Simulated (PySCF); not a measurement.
# C2H12N2Si3: what the fields show

The calculation's input:

```
{"job": {"kind": "uv", "xc": "PBE0", "basis": "def2-SVPD", "nstates": 8, "ntriplets": 3}, "charge": 0, "multiplicity": 1}
C     -1.044382     2.213777     0.077418
N     -1.205116     1.087640    -0.428559
Si    -1.438726    -0.477215     0.272571
N     -2.971092    -0.961529    -0.360624
C      0.058833    -1.496328    -0.310012
Si     1.722532    -1.075592     0.507766
Si     2.514998     0.986911    -0.150557
H     -0.900796     3.075069    -0.571795
H     -1.041847     2.425202     1.151512
H     -1.572194    -0.566925     1.732514
H     -3.161297    -1.945672    -0.445799
H     -3.329623    -0.471879    -1.163645
H      0.160966    -1.391048    -1.390857
H     -0.168190    -2.547311    -0.129670
H      2.662818    -2.160484     0.164390
H      1.545060    -1.182250     1.967151
H      3.925987     1.182245     0.201941
H      1.800047     2.110768     0.466830
H      2.432219     1.203871    -1.598035
```

Launched as:

```sh
OMP_NUM_THREADS=1 python probes_run.py task.json out
```

Geometry: GFN2-xTB.

Level of theory: PBE0/def2-SVPD, SCF density, gas phase in PySCF 2.14.0.

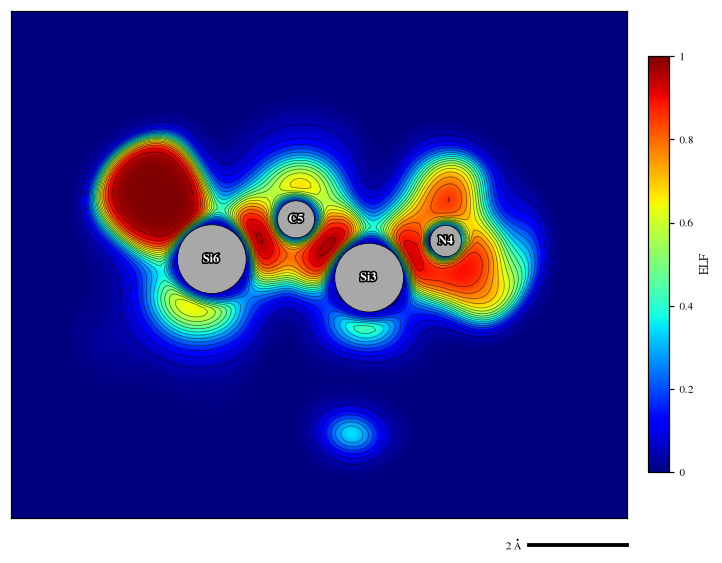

Figure 1. ELF on the plane of atoms N4, Si3 and C5. Grey discs cover the atomic cores.

What does the map show?

Answer.
- The section cuts through Si, N and C sites.
- Si–N (1.73 Å): the ELF peaks at about 0.90 between the atoms (a shared but strongly polarised pair).
- C–Si (1.90 Å): the ELF peaks at about 0.95 between the atoms (a covalent bond).
- The ELF also peaks beside N4, away from the bonds: lone-pair regions.

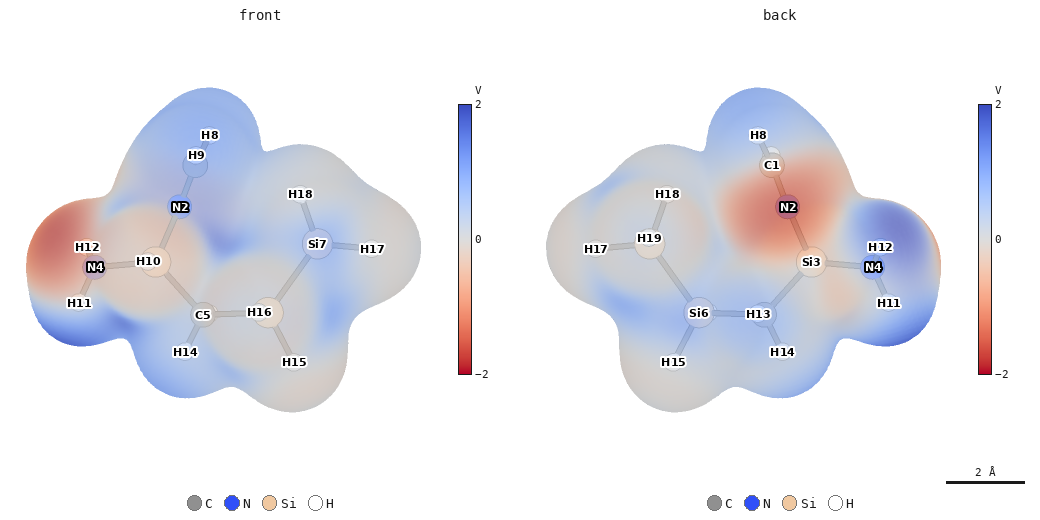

Figure 2. The molecular electrostatic potential painted on the density surface at 0.002 e/bohr³, seen from the front and from behind; the colour scale runs from red (negative) to blue (positive).

Describe the electrostatic potential map.

Answer. The most negative region (about −1.4 V) lies over N2 and N4, the most positive (about +1.6 V) over H11.

What dipole moment does the calculation give?

Answer. Its dipole moment is 0.64 D.
